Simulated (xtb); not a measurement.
## BSiH4ClO: geometry relaxation (part 1 of 3)

The run: geometry relaxation of BSiH4ClO. Method and program: GFN2-xTB (xtb 6.7.1 later snapshot).

The geometry comes from this level: PBE0-D4/def2-TZVP.

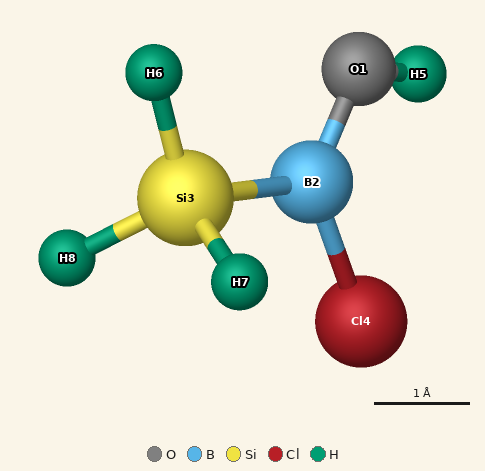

*The structure as given in the input (ball-and-stick view, seen at a tilt; atoms are numbered from 1 in the order of the input).*

The input (start.xyz):
```
8

O     -0.46340     1.55090    -0.88800
B     -0.13810     0.25530    -0.75010
Si     0.26630    -0.55620     1.05840
Cl    -0.05910    -0.77680    -2.19640
H     -0.63250     1.81690    -1.79960
H      0.14870     0.43940     2.15590
H      1.64790    -1.10910     1.04910
H     -0.67790    -1.67740     1.31500
```

Hardware: 1 thread of Arm Neoverse V2, 24 GiB of memory available, shared host.

Command:
```bash
xtb --opt vtight --gfn 2 -P 1 -- start.xyz > out.txt 2> xtb.err
```

Log:
```
* xtb version 6.7.1
   ID    Z sym.   atoms
    1    8 O      1
    2    5 B      2
    3   14 Si     3
    4   17 Cl     4
    5    1 H      5-8

           -------------------------------------------------
          |                Calculation Setup                |
           -------------------------------------------------

          program call               : xtb --opt vtight --gfn 2 -P 1 -- start.xyz
          coordinate file            : start.xyz
          omp threads                :                     1

           -------------------------------------------------
          |                 G F N 2 - x T B                 |
           -------------------------------------------------

      * Hamiltonian:
        H0-scaling (s, p, d)           1.850000    2.230000    2.230000
        zeta-weighting                 0.500000
      * Dispersion:
        s8                             2.700000
        a1                             0.520000
        a2                             5.000000
        s9                             5.000000
      * Repulsion:
        kExp                           1.500000    1.000000
        rExp                           1.000000
      * Coulomb:
        alpha                          2.000000
        third order                    shell-resolved
        anisotropic                    true
        a3                             3.000000
        a5                             4.000000
        cn-shift                       1.200000
        cn-exp                         4.000000
        max-rad                        5.000000

          ...................................................
          :                      SETUP                      :
          :.................................................:
          :  # basis functions                  32          :
          :  # atomic orbitals                  30          :
          :  # shells                           14          :
          :  # electrons                        24          :
          :  max. iterations                   250          :
          :  Hamiltonian                  GFN2-xTB          :
          :  restarted?                      false          :
          :  GBSA solvation                  false          :
          :  PC potential                    false          :
          :  electronic temp.          300.0000000     K    :
          :  accuracy                    1.0000000          :
          :  -> integral cutoff          0.2500000E+02      :
          :  -> integral neglect         0.1000000E-07      :
          :  -> SCF convergence          0.1000000E-05 Eh   :
          :  -> wf. convergence          0.1000000E-03 e    :
          :  Broyden damping             0.4000000          :
          :  net charge                          0          :
          :  unpaired electrons                  0          :
          ...................................................

 iter      E             dE          RMSdq      gap      omega  full diag
   1    -13.5521666 -0.135522E+02  0.782E+00    4.20       0.0  T
   2    -13.6948761 -0.142709E+00  0.629E+00    3.30       1.0  T
   3    -13.7337247 -0.388486E-01  0.322E+00    3.73       1.0  T
   4    -13.7227011  0.110236E-01  0.291E+00    3.56       1.0  T
   5    -13.7388789 -0.161778E-01  0.158E+00    3.70       1.0  T
   6    -13.7430839 -0.420504E-02  0.260E-01    3.79       1.0  T
   7    -13.7431152 -0.312501E-04  0.113E-01    3.80       1.0  T
   8    -13.7431289 -0.137057E-04  0.680E-02    3.80       1.0  T
   9    -13.7431391 -0.102336E-04  0.241E-02    3.80       1.5  T
  10    -13.7431391  0.490286E-07  0.191E-02    3.80       1.9  T
  11    -13.7431405 -0.145767E-05  0.370E-03    3.80       9.6  T
  12    -13.7431406 -0.404036E-07  0.165E-03    3.80      21.4  T
  13    -13.7431406 -0.329893E-09  0.129E-03    3.80      27.4  T
  14    -13.7431406 -0.768905E-08  0.731E-04    3.80      48.4  T
  15    -13.7431406 -0.684704E-09  0.674E-04    3.80      52.4  T

   *** convergence criteria satisfied after 15 iterations ***

         #    Occupation            Energy/Eh            Energy/eV
      -------------------------------------------------------------
         1        2.0000           -1.0446532             -28.4265
       ...           ...                  ...                  ...
         6        2.0000           -0.5226198             -14.2212
         7        2.0000           -0.4788064             -13.0290
         8        2.0000           -0.4352284             -11.8432
         9        2.0000           -0.4324690             -11.7681
        10        2.0000           -0.4283010             -11.6547
        11        2.0000           -0.4275062             -11.6330
        12        2.0000           -0.3857264             -10.4961 (HOMO)
        13                         -0.2459832              -6.6935 (LUMO)
        14                         -0.1871658              -5.0930
        15                         -0.1695261              -4.6130
        16                         -0.1680482              -4.5728
        17                         -0.1001904              -2.7263
       ...                                ...                  ...
        30                          0.6537947              17.7907
      -------------------------------------------------------------
                  HL-Gap            0.1397432 Eh            3.8026 eV
             Fermi-level           -0.3158548 Eh           -8.5948 eV

 SCC (total)                   0 d,  0 h,  0 min,  0.004 sec
 SCC setup                      ...        0 min,  0.000 sec (  1.355%)
 Dispersion                     ...        0 min,  0.000 sec (  0.583%)
 classical contributions        ...        0 min,  0.000 sec (  0.119%)
 integral evaluation            ...        0 min,  0.001 sec ( 12.352%)
 iterations                     ...        0 min,  0.003 sec ( 64.143%)
 molecular gradient             ...        0 min,  0.001 sec ( 19.968%)
 printout                       ...        0 min,  0.000 sec (  1.223%)

         :::::::::::::::::::::::::::::::::::::::::::::::::::::
         ::                     SUMMARY                     ::
         :::::::::::::::::::::::::::::::::::::::::::::::::::::
         :: total energy             -13.679399708192 Eh    ::
         :: gradient norm              0.026603579018 Eh/a0 ::
         :: HOMO-LUMO gap              3.802605321627 eV    ::
         ::.................................................::
         :: SCC energy               -13.743137139494 Eh    ::
         :: -> isotropic ES            0.056480232382 Eh    ::
         :: -> anisotropic ES          0.002456574653 Eh    ::
         :: -> anisotropic XC          0.000598168462 Eh    ::
         :: -> dispersion             -0.004396174010 Eh    ::
         :: repulsion energy           0.063737431302 Eh    ::
         :: add. restraining           0.000000000000 Eh    ::
         :: total charge               0.000000000000 e     ::
         :::::::::::::::::::::::::::::::::::::::::::::::::::::

      -----------------------------------------------------------
     |                   =====================                   |
     |                        A N C O P T                        |
     |                   =====================                   |
     |               Approximate Normal Coordinate               |
     |                Rational Function Optimizer                |
      -----------------------------------------------------------

          ...................................................
          :                      SETUP                      :
          :.................................................:
          :   optimization level         verytight          :
          :   max. optcycles                   200          :
          :   ANC micro-cycles                  20          :
          :   degrees of freedom                18          :
          :.................................................:
          :   RF solver                   davidson          :
          :   write xtbopt.log                true          :
          :   linear?                        false          :
          :   energy convergence         0.1000000E-06 Eh   :
          :   grad. convergence          0.2000000E-03 Eh/α :
          :   maximum RF displ.          1.0000000          :
          :   Hlow (freq-cutoff)         0.1000000E-01      :
          :   Hmax (freq-cutoff)         5.0000000          :
          :   S6 in model hess.         20.0000000          :
          ...................................................

generating ANC from exact Hessian ...
Using Lindh-Hessian (1995)
 Shifting diagonal of input Hessian by    8.8458154699588322E-003
 Lowest  eigenvalues of input Hessian
    0.000000    0.000000    0.000000    0.000000    0.000000    0.000000
    0.010000    0.012222    0.013872    0.021276    0.021546    0.024163
    0.029200    0.034751    0.057599    0.058340    0.137218    0.327495
 Highest eigenvalues
    0.447615    0.531861    0.544520    0.856484    1.255124    1.647360

........................................................................
.............................. CYCLE    1 ..............................
........................................................................

 iter      E             dE          RMSdq      gap      omega  full diag
   1    -13.7431406 -0.137431E+02  0.538E-05    3.80       0.0  T
   2    -13.7431406 -0.354738E-11  0.302E-05    3.80    1170.4  T
   3    -13.7431406 -0.189715E-11  0.197E-05    3.80    1793.2  T
     SCC iter.                  ...        0 min,  0.001 sec
     gradient                   ...        0 min,  0.001 sec
 * total energy  :   -13.6793997 Eh     change       -0.1184588E-08 Eh
   gradient norm :     0.0266034 Eh/α   predicted     0.0000000E+00 (-100.00%)
   displ. norm   :     0.1973016 α      lambda       -0.2836995E-02
   maximum displ.:     0.1526439 α      in ANC's #5, #11, #3, ...

........................................................................
.............................. CYCLE    2 ..............................
........................................................................

 iter      E             dE          RMSdq      gap      omega  full diag
   1    -13.7504992 -0.137505E+02  0.661E-01    3.87       0.0  T
   2    -13.7505233 -0.240762E-04  0.407E-01    3.86       1.0  T
   3    -13.7504458  0.775205E-04  0.163E-01    3.87       1.0  T
   4    -13.7505412 -0.954324E-04  0.269E-02    3.86       1.3  T
   5    -13.7505416 -0.365152E-06  0.123E-02    3.87       2.9  T
   6    -13.7505418 -0.218284E-06  0.782E-03    3.87       4.5  T
   7    -13.7505419 -0.109162E-06  0.556E-03    3.87       6.4  T
   8    -13.7505420 -0.840406E-07  0.253E-03    3.87      14.0  T
   9    -13.7505420 -0.110071E-07  0.469E-04    3.87      75.4  T
  10    -13.7505420 -0.218018E-09  0.281E-04    3.87     125.7  T
     SCC iter.                  ...        0 min,  0.001 sec
     gradient                   ...        0 min,  0.001 sec
 * total energy  :   -13.6809839 Eh     change       -0.1584172E-02 Eh
   gradient norm :     0.0119267 Eh/α   predicted    -0.1473718E-02 (  -6.97%)
   displ. norm   :     0.0984869 α      lambda       -0.6064277E-03
   maximum displ.:     0.0664496 α      in ANC's #5, #3, #12, ...

........................................................................
.............................. CYCLE    3 ..............................
........................................................................

 iter      E             dE          RMSdq      gap      omega  full diag
   1    -13.7547913 -0.137548E+02  0.236E-01    3.90       0.0  T
   2    -13.7547942 -0.295262E-05  0.153E-01    3.90       1.0  T
   3    -13.7547958 -0.151679E-05  0.212E-02    3.90       1.7  T
   4    -13.7547960 -0.254131E-06  0.147E-02    3.90       2.4  T
   5    -13.7547963 -0.275809E-06  0.729E-03    3.90       4.9  T
   6    -13.7547963 -0.571745E-07  0.559E-03    3.90       6.3  T
   7    -13.7547964 -0.109141E-06  0.321E-03    3.90      11.0  T
   8    -13.7547965 -0.179917E-07  0.148E-03    3.90      23.9  T
   9    -13.7547965 -0.317093E-08  0.557E-04    3.90      63.5  T
  10    -13.7547965 -0.381529E-09  0.235E-04    3.90     150.6  T
     SCC iter.                  ...        0 min,  0.001 sec
     gradient                   ...        0 min,  0.001 sec
 * total energy  :   -13.6812985 Eh     change       -0.3146680E-03 Eh
   gradient norm :     0.0047171 Eh/α   predicted    -0.3061539E-03 (  -2.71%)
   displ. norm   :     0.0482703 α      lambda       -0.1035288E-03
   maximum displ.:     0.0392969 α      in ANC's #3, #10, #11, ...
```
